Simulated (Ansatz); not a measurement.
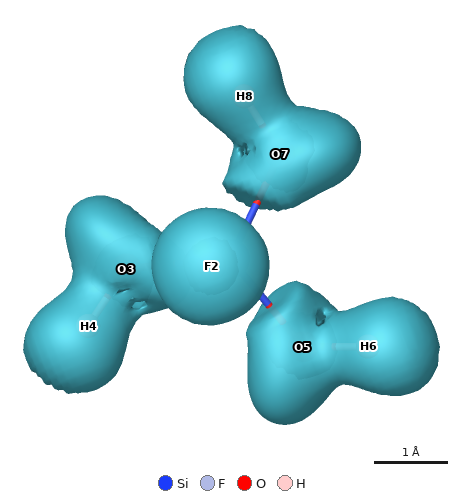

*FH3O3Si. Isosurface of the electron localisation function at 0.75 (cyan), seen across its widest extent. Only the valence region is drawn (cores and ρ < 0.01 e/Å³ removed).*

Level of theory: Ansatz, RKS B3LYP/def2-SVP.

The calculation's input:

```
crystal:
  periodic: [false, false, false]
  atoms:
    - { symbol: Si, position_ang: [0.0, 0.0, 0.0] }
    - { symbol: F, position_ang: [0.0, 0.0, 1.59] }
    - { symbol: O, position_ang: [1.5842, 0.0, -0.5594] }
    - { symbol: H, position_ang: [1.9006, -0.9521, -0.6761] }
    - { symbol: O, position_ang: [-0.7913, 1.3709, -0.5594] }
    - { symbol: H, position_ang: [-1.7491, 1.1401, -0.7818] }
    - { symbol: O, position_ang: [-0.7913, -1.3709, -0.5594] }
    - { symbol: H, position_ang: [-1.2459, -1.8365, 0.2129] }
basis:
  gaussian: { orbitals: def2-SVP }
hamiltonian:
  xc: b3lyp
relax:
  f_tol: 0.02
  max_steps: 40
output:
  orbitals: {}
```

Run with:

```sh
ansatz run input.yaml --threads 2 --pin off --max-ram 3072MiB --backend cpu --events-out ev --progress --plain --runs-dir out
```

The fields are those of the run's last geometry, not of the input's.

Q: Where are the electrons localised?

A: At this value the surface marks out one region wrapped around F (its lone pairs, merged into a ring or cap) and three joined regions spread over several atoms (H, O), in which their bonds and any lone pairs are merged. Along the contacts the grid gives the following. Si–F (1.62 Å): the ELF peaks at about 0.85 in the valence shell of F, 0.6 Å from its nucleus, and is about 0.35 at the midpoint. Si–O (1.64 Å): the ELF peaks at about 0.85 between the atoms; a shared but strongly polarised pair.
